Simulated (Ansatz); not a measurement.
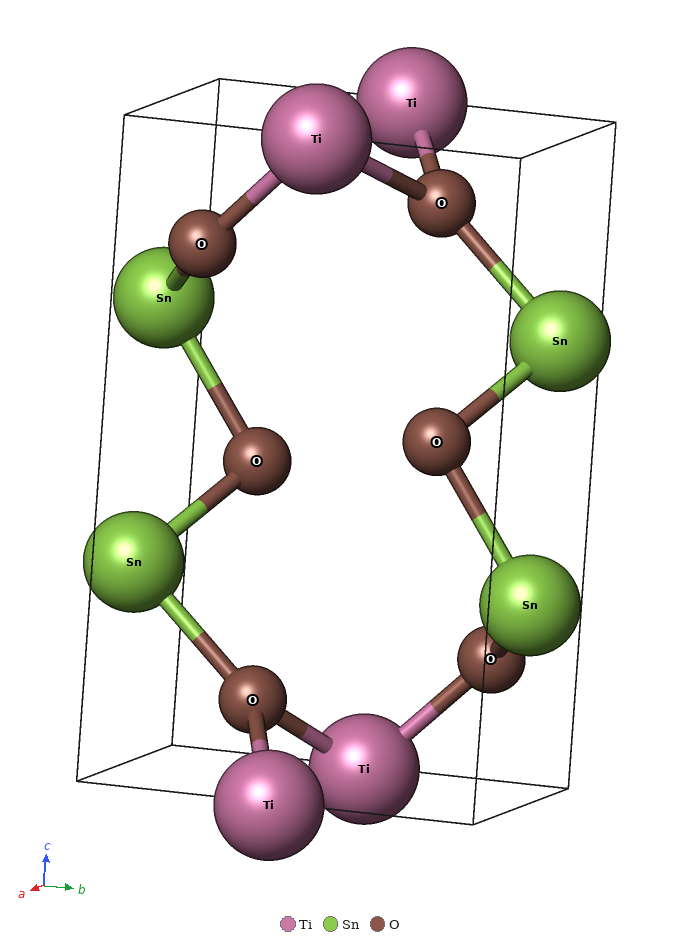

A ball-and-stick picture of a crystal structure, seen slightly off an axis. Atoms at the boundary of the cell (the run's own, in a reduced setting) (the box) are drawn once for each face, edge or corner they touch.

```
CELL_PARAMETERS angstrom
0.00000 3.15696 0.00000
-0.26622 0.00000 4.82304
7.47696 -1.57848 -0.00310
ATOMIC_POSITIONS crystal
Ti 0.06188 0.50000 0.00000
Sn 0.33729 0.97787 0.68835
Sn 0.64894 0.02213 0.31165
O 0.43093 0.67817 0.88069
O 0.76643 0.78652 0.54806
O 0.08598 0.80441 0.18591
O 0.90007 0.19559 0.81409
O 0.21836 0.21348 0.45194
O 0.55024 0.32183 0.11931
```

The numbers come from Ansatz 0.2.0, DFT PBE+U, scalar-relativistic, plane waves, PAW, using a 420 eV plane-wave basis, k-points about 0.22 Å⁻¹ apart, Gaussian smearing of 0.02 eV, U_eff = 4.00 eV on Ti d, no spin polarisation.

Q: What net charge does each kind of atom have (Bader)?

A: Ti +2.39 e; Sn +2.42 e; O -1.22 to -1.19 e. The transfer is large, as in an ionic solid.

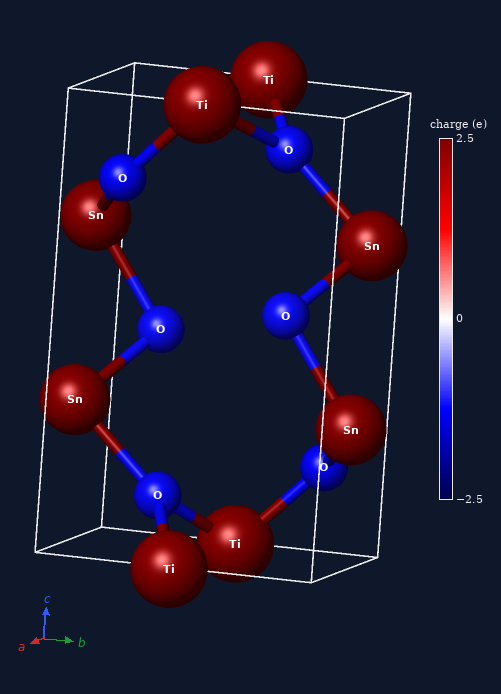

The atoms coloured by those charges.

The structure was taken from a structure type filled with these elements by a generator (whether the compound takes this form wasn't checked). Earlier steps of the study, as a rule a relaxation of our own, may have changed the cell and positions, so they can lie some per cent off the listed ones. It went into a calculation with Ansatz.

At this level of theory the run's own cell isn't at rest (forces up to 0.7 eV/Å), so its distances can differ from those at equilibrium, the more so the softer the solid.
